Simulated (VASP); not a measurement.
Band structure of CdTe (space group P6_3mc). These are LDA (Ceperley-Alder, Perdew-Zunger), VASP's LDA PAW potentials (set 64) (plane waves; VASP) values and carry that method's errors.

Unless said otherwise, spin-orbit coupling is left out, though it shifts the bands of the heavy elements here.

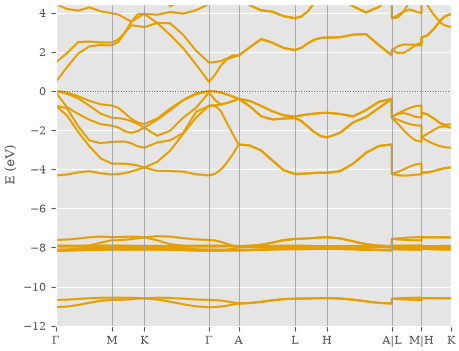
Fig. 1. Bands along high-symmetry lines, zero at the valence-band maximum or, without a gap, the Fermi level

**Question.** Read the plot: is there a gap, and where are the band edges?

**Answer.** The gap is direct, 0.47 eV, from the valence maximum at Γ to the conduction minimum at Γ.

The structure comes from a computed database's CdTe entry (P6_3mc); how it stands against other phases isn't given here. The cell was not relaxed at this level.
